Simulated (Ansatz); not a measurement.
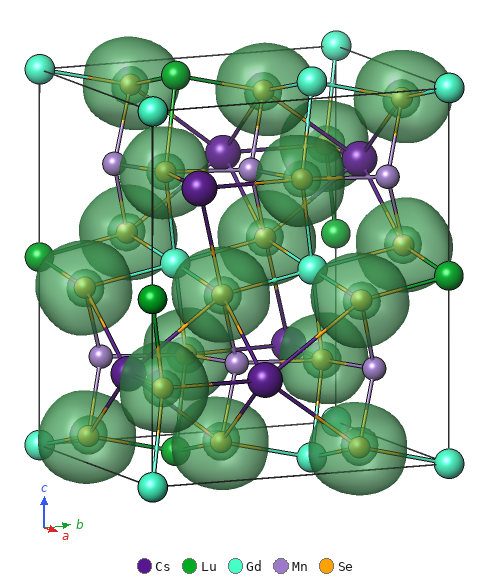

The picture shows: Cs3Gd2LuMn3Se9. Isosurface of the electron localisation function at 0.65 (green), seen slightly off an axis. Core shells and regions of very low density are left out. Sticks mark near contacts.

Hubbard U of 6 eV on Gd f and 3.9 eV on Mn d only; spin-polarised.

Theory: DFT PBE+U, scalar-relativistic, plane waves, PAW (Ansatz).

Q: What do the ELF domains correspond to?

A: The surface consists of 18 regions wrapped around Se (the valence shell of each), counted in one cell of 36 atoms. Regions shared between cells count once. Profiles from the grid: Mn–Se (2.54 Å): the ELF is about 0.50 at the midpoint. Lu–Se (2.86 Å): the ELF is about 0.40 at the midpoint.

Q: Does the calculation make it a metal, or give it a gap?

A: It is gapped, with a Kohn–Sham gap of 1.8 eV on the k-point mesh (the band edges may lie off the mesh, which would make the gap smaller).
